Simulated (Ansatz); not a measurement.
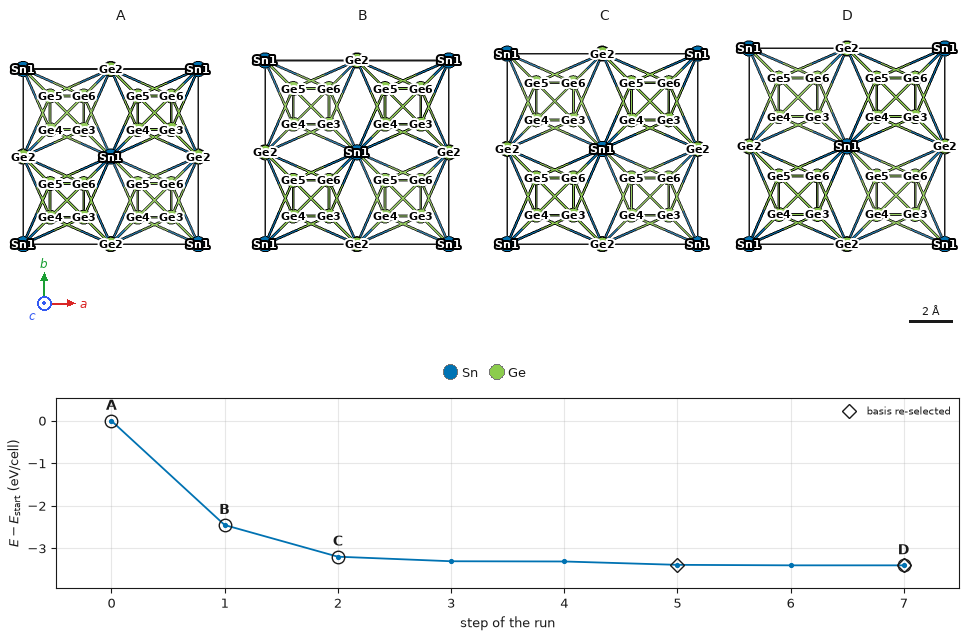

Frames of a relaxation of crystalline SnGe5 (a generated structure, set up in F-43m) (coarse preliminary run), marked on the history of the run. A ball-and-stick model of the conventional cell (4 times the calculation's cell), seen along the c axis. Lengths and directions refer to the drawn axes.

The calculation used DFT PBE, scalar-relativistic, plane waves, PAW in Ansatz. Set-up: plane-wave cutoff 420 eV; k-point mesh 4 × 4 × 4; occupations gaussian; smearing width 0.1 eV; no spin polarisation; cell and atoms relaxed; force threshold 0.04 eV/Å; at most 70 steps.

What happens along the run?

Answer. After 5 accepted moves (7 points after the start) the energy has fallen by 3.397 eV per cell of the calculation. Largest force component: 2.3 eV/Å at the start, 0.0067 eV/Å at the end. The pressure goes from 24.85 to 0.21 GPa. The SCF was repeated twice at an unchanged geometry on a basis and grid sized afresh for the cell, which shifted the energy by 79.1 meV per cell of the calculation at most. The largest moves relative to the cell, 0.038 Å, are those of Ge3, Ge4, Ge5 and Ge6. Ge3 goes along [1 −1 1]. Sn stays in place. Cell: a = b = c 8.293 → 9.267 Å (+11.7 %). Volume +39.5 %. Near-neighbour distances that change, for instance: Sn1–Ge3 3.390 → 3.791 Å, Ge3–Ge4 2.251 → 2.578 Å, Ge2–Ge3 2.213 → 2.434 Å. The space group stays F-43m (No. 216). From step 0 to 1: Ge atoms move most (0.02 Å), volume +15.4 %, energy −2.449 eV per cell of the calculation. From step 1 to 2: volume +11.6 %, energy −0.744 eV per cell of the calculation. From step 2 to 7: volume +8.4 %, energy −0.204 eV per cell of the calculation.

```
step  E − E(0), meV/atom  largest force component, eV/Å  pressure, GPa  volume, Å³/atom                      note
   0                0.00                         2.2685          24.85           23.765                          
   1             -408.22                         0.7917           9.83           27.419                          
   2             -532.24                         0.2905           2.95           30.591                          
   3             -550.09                         0.0988           0.57           32.158                          
   4             -550.99                         0.0341          -0.04           32.548                          
   5             -564.18                         0.0387           0.77           32.548  same geometry, new basis
   6             -566.10                         0.0068           0.21           33.162                          
   7             -566.17                         0.0067           0.21           33.162  same geometry, new basis
```
